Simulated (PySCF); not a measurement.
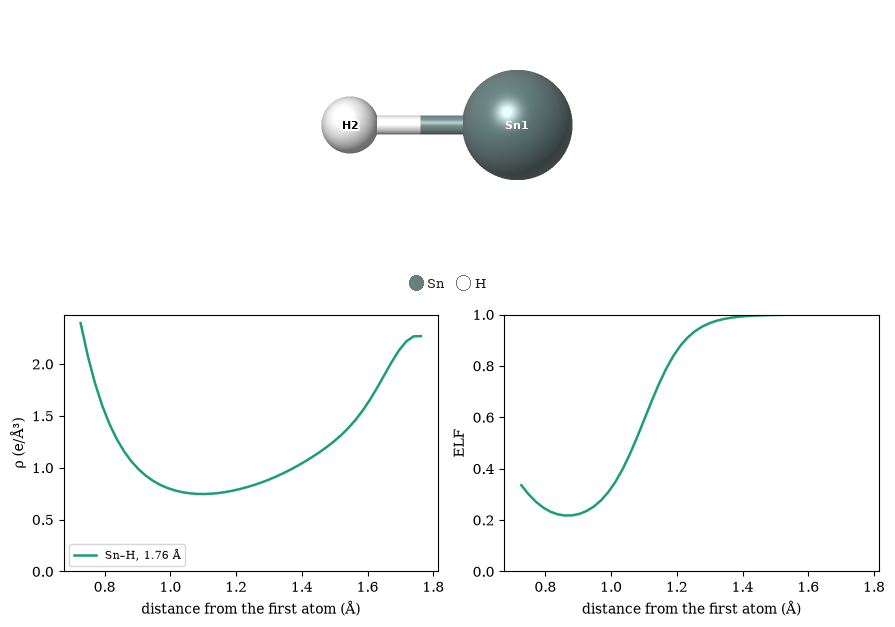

Figure 1: SnH (charge +1). Electron density and electron localisation function along straight lines between neighbouring atoms. The curves leave out the atomic cores. The structure is drawn too.

Core potentials replace the inner electrons of Sn.

All numbers below come from PBE0/def2-TZVPPD, non-relativistic Hamiltonian with scalar-relativistic core potentials where named, at a bond length of 1.762 Å (PySCF).

**What can be read from the curves?**

Sn–H (1.76 Å): ρ is about 1.1 e/Å³ halfway; the ELF climbs to about 1 towards the hydrogen.
